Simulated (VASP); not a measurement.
Band structure of SnO (space group Cmce). Level of theory: r2SCAN meta-GGA, VASP's PBE PAW potentials (set 64) (plane waves; VASP).

Unless said otherwise, spin-orbit coupling is left out, though it shifts the bands of the heavy elements here.

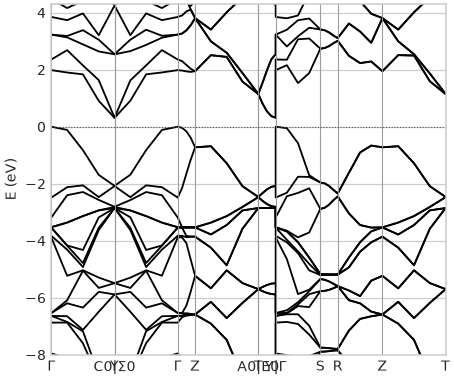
Figure. Bands along high-symmetry lines, zero at the valence-band maximum or, without a gap, the Fermi level

Question: Read the plot: is there a gap, and where are the band edges?

Answer: The gap is indirect, 0.31 eV, from the valence maximum at Γ to the conduction minimum at Y.

The structure comes from a computed database's SnO entry (Cmce); how it stands against other phases isn't given here. It was relaxed first, which changed the volume by -7 %.
